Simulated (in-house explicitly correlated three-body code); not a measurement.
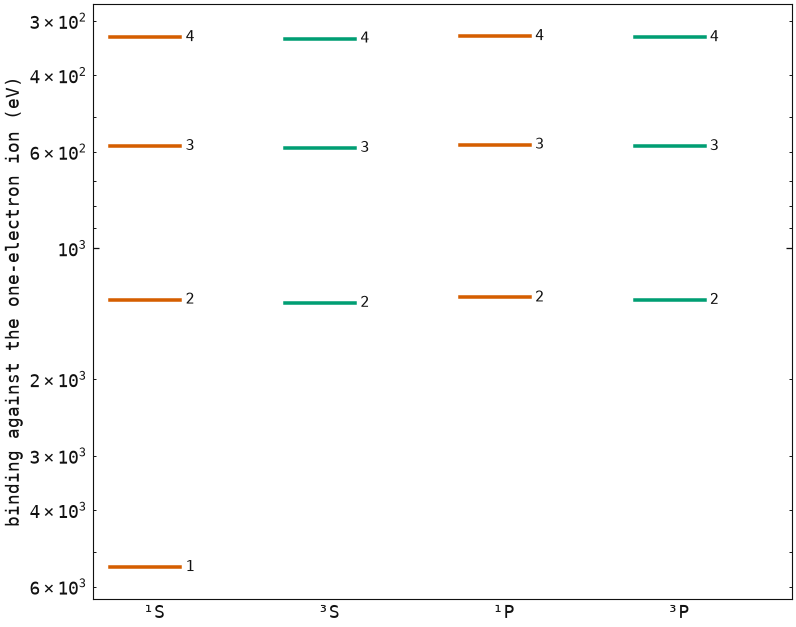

Two electrons around a point charge Z = 20.566. Computed variationally in 260 exponentially correlated functions with an in-house code, non-relativistic, converged to about 10⁻⁸ of the energy. The plot shows the bound S and P states that converged, by term and principal number n, on a logarithmic scale of binding.

**Describe the level scheme.**

The ground state is bound by 5409 eV. The n = 2 states drawn run, from the deepest, 2 ³S (1335 eV), 2 ³P (1314 eV), 2 ¹S (1312 eV), 2 ¹P (1297 eV). Exchange puts 2 ³S below 2 ¹S by 22.8 eV and 2 ³P below 2 ¹P by 16.9 eV. Quantum defects n − (Z − 1)/√(2 E(binding)): 2 ³S 0.025, 2 ³P 0.009, 2 ¹S 0.008, 2 ¹P −0.004.
